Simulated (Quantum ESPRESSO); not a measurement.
# MnAu2: which magnetic order is lowest, part 2 of 2

A self-consistent run ends on one state, which hangs on the start. Several orders of MnAu2 are started in Quantum ESPRESSO and their energies compared.

Quantum ESPRESSO 7.5; LDA; plane waves with GBRV 1.5 LDA potentials, no spin-orbit coupling.

So far, absolute magnetization (μB): step 2 (run 1 (ferro +)) 4.18.

## 4. Run 3 (antiferro q=(0,1/2,0) +−)

The cell is doubled to 6 atoms to hold this order.

Input file pw.in:

```
&CONTROL
  calculation = 'scf'
  prefix = 'pwscf'
  outdir = './tmp'
  pseudo_dir = './pseudo'
  disk_io = 'nowf'
/
&SYSTEM
  ibrav = 0
  celldm(1) = 8
  nat = 6
  ntyp = 3
  ecutwfc = 40
  ecutrho = 280
  nbnd = 48
  occupations = 'smearing'
  smearing = 'fd'
  degauss = 0.00734986
  nspin = 2
  starting_magnetization(1) = 0.2333
  starting_magnetization(2) = -0.2333
  starting_magnetization(3) = 0
/
&ELECTRONS
  conv_thr = 1.2d-08
  electron_maxstep = 150
  mixing_beta = 0.3
/
ATOMIC_SPECIES
Mn1    54.9380 mn_lda_v1.5.uspp.F.UPF
Mn2    54.9380 mn_lda_v1.5.uspp.F.UPF
Au    196.9666 au_lda_v1.uspp.F.UPF
CELL_PARAMETERS alat
  -0.4001773610746    0.4001773610746    1.0340716702279
   0.8003547221493   -0.8003547221493    2.0681433404558
   0.4001773610746    0.4001773610746   -1.0340716702279
ATOMIC_POSITIONS crystal
Mn1     0.0000000000    0.0000000000    0.0000000000
Mn2     0.0000000000    0.5000000000    0.0000000000
Au      0.6603277800    0.3301638900    0.0000000000
Au      0.6603277800    0.8301638900    0.0000000000
Au      0.3396722200    0.1698361100    0.0000000000
Au      0.3396722200    0.6698361100    0.0000000000
K_POINTS automatic
10 5 10 0 0 0
```

Run with:

```console
$ OMP_NUM_THREADS=1 mpirun -n 4 pw.x -nk 4 -in pw.in > pw.out
```

The log of the run:

```text
     [... lines left out ...]
Program PWSCF v.7.5 starts
     [... lines left out ...]
     number of atoms/cell      =            6
     [... lines left out ...]
     number of electrons       =        74.00
     number of Kohn-Sham states=           48
     kinetic-energy cutoff     =      40.0000  Ry
     charge density cutoff     =     280.0000  Ry
     scf convergence threshold =      1.2E-08
     [... lines left out ...]
      4 Sym. Ops., with inversion, found
     [... lines left out ...]
     number of k points=   141  Fermi-Dirac smearing, width (Ry)=  0.0073
     [... lines left out ...]
     iteration # 14     ecut=    40.00 Ry     beta= 0.30
     [... lines left out ...]
     Magnetic moment per site  (integrated on atomic sphere of radius R)
     atom   1 (R=0.271)  charge= 13.5994  magn=  3.8260
     atom   2 (R=0.271)  charge= 13.5994  magn= -3.8260
     atom   3 (R=0.271)  charge=  9.0943  magn= -0.0184
     atom   4 (R=0.271)  charge=  9.0943  magn=  0.0184
     atom   5 (R=0.271)  charge=  9.0943  magn=  0.0184
     atom   6 (R=0.271)  charge=  9.0943  magn= -0.0184
     [... lines left out ...]
     the Fermi energy is    14.6084 ev
!    total energy              =    -882.00337257 Ry
     estimated scf accuracy    <          2.0E-09 Ry
     smearing contrib. (-TS)   =      -0.00862338 Ry
     [... lines left out ...]
     total magnetization       =     0.00 Bohr mag/cell
     absolute magnetization    =     8.27 Bohr mag/cell
     convergence has been achieved in  14 iterations
```

Wall time 6.2 min (4 MPI ranks of Arm Neoverse V2, shared host); peak memory 1.2 GiB; 25 min of CPU time.

Spin moment in the atom's sphere by atom:

| atom | spin moment in the atom's sphere (μB) |
| --- | --- |
| Mn1 | 3.83 |
| Mn2 | -3.83 |
| Au3 | -0.02 |
| Au4 | 0.02 |
| Au5 | 0.02 |
| Au6 | -0.02 |

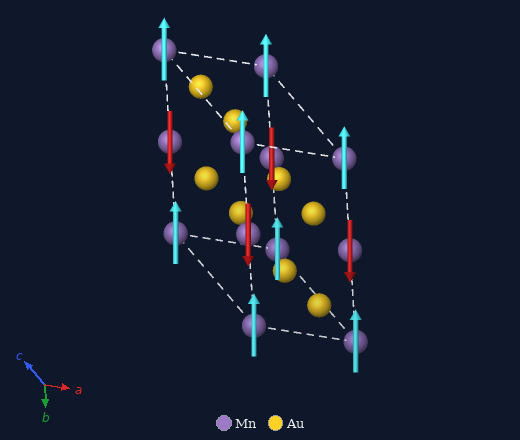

Spin moment in the atom's sphere as arrows, the longest 3.83 μB. Up and down stand for the sign. Arrows give size and sign along the axis of quantisation, drawn up and down the page. The two directions have two colours. Some periodic images of atoms are drawn too.

Numbers from this step:

```
smearing term TS       : 0.1173 eV
magnetization          : 0 μB
absolute magnetization : 8.266 μB
final state            : antiferromagnetic
```

## 5. Start 4: no spin polarisation

Input file pw.in:

```
&CONTROL
  calculation = 'scf'
  prefix = 'pwscf'
  outdir = './tmp'
  pseudo_dir = './pseudo'
  disk_io = 'nowf'
/
&SYSTEM
  ibrav = 0
  celldm(1) = 8
  nat = 3
  ntyp = 2
  ecutwfc = 40
  ecutrho = 280
  nbnd = 26
  occupations = 'smearing'
  smearing = 'fd'
  degauss = 0.00734986
/
&ELECTRONS
  conv_thr = 6d-09
  electron_maxstep = 150
  mixing_beta = 0.3
/
ATOMIC_SPECIES
Mn     54.9380 mn_lda_v1.5.uspp.F.UPF
Au    196.9666 au_lda_v1.uspp.F.UPF
CELL_PARAMETERS alat
  -0.4001773610746    0.4001773610746    1.0340716702279
   0.4001773610746   -0.4001773610746    1.0340716702279
   0.4001773610746    0.4001773610746   -1.0340716702279
ATOMIC_POSITIONS crystal
Mn      0.0000000000    0.0000000000    0.0000000000
Au      0.6603277800    0.6603277800    0.0000000000
Au      0.3396722200    0.3396722200    0.0000000000
K_POINTS automatic
10 10 10 0 0 0
```

The log of the run:

```text
     [... lines left out ...]
Program PWSCF v.7.5 starts
     [... lines left out ...]
     number of atoms/cell      =            3
     [... lines left out ...]
     number of electrons       =        37.00
     number of Kohn-Sham states=           26
     kinetic-energy cutoff     =      40.0000  Ry
     charge density cutoff     =     280.0000  Ry
     scf convergence threshold =      6.0E-09
     [... lines left out ...]
     16 Sym. Ops., with inversion, found
     [... lines left out ...]
     number of k points=   102  Fermi-Dirac smearing, width (Ry)=  0.0073
     [... lines left out ...]
     iteration # 14     ecut=    40.00 Ry     beta= 0.30
     [... lines left out ...]
     the Fermi energy is    14.2090 ev
!    total energy              =    -440.89267237 Ry
     estimated scf accuracy    <          1.3E-09 Ry
     smearing contrib. (-TS)   =      -0.02008775 Ry
     [... lines left out ...]
     convergence has been achieved in  14 iterations
```

Elapsed: 33 s, on 4 MPI ranks; peak memory 0.52 GiB; 2.2 min of CPU time.

This step gave:

| Quantity | Value |
| --- | --- |
| smearing term TS | 0.2733 eV |
| final state | non-magnetic (no spin polarisation) |

## 6. Energies of the orders

An order is kept where moments of 0.15 μB or more survive with the typed signs; meshes match where a doubled cell samples the same k points as the first cell.

Orders:

| start | final state | typed order kept | energy over the lowest (meV a seeded atom) | largest site moment (μB) | net moment (μB a cell of the first run) | mesh matched | CPU time (s) |
| --- | --- | --- | --- | --- | --- | --- | --- |
| ferro + | ferromagnetic | yes | 0 | 3.804 | 3.98 | yes | 269 |
| antiferro q=(1/2,1/2,1/2) +- | antiferromagnetic | yes | 88.83 | 3.868 | 0 | yes | 777.3 |
| antiferro q=(0,1/2,0) +- | antiferromagnetic | yes | 128.5 | 3.826 | 0 | yes | 1483 |
| no spin polarisation | non-magnetic | - | 1612 | 0 | 0 | yes | 133.1 |

## 7. What came out

```json
{
  "lowest state found": "ferromagnetic (from ferro +)",
  "largest site moment": "3.80 μB",
  "next state with moments": "antiferromagnetic, 88.8 meV a seeded atom higher",
  "state without moments": "1612 meV a seeded atom higher"
}
```

In words: Forming the moments gains more than four times the spread of the orders, as local moments do. Only these 4 starts were compared; other wavevectors, canted and longer-period orders were not. Energies are free energies at an electronic temperature of 1160 K, which lowers moments and differences where the moments are itinerant.

[Logs and program files are shortened in this print: banners, set-up blocks, solver, clock and traceback lines can be left out without a mark of their own.]

[Logs are printed without paths, hosts, clocks, repeated set-up lines and the standing remarks that a program may print on its own settings, such as how far it seeks lower states.]

[Hosts, paths, dates, database ids (printed as entryN), source tags and the programs' standing remarks are cut or masked in the printed files.]

[Where a cell is said to come from a database of computed structures, the database is the Materials Project.]
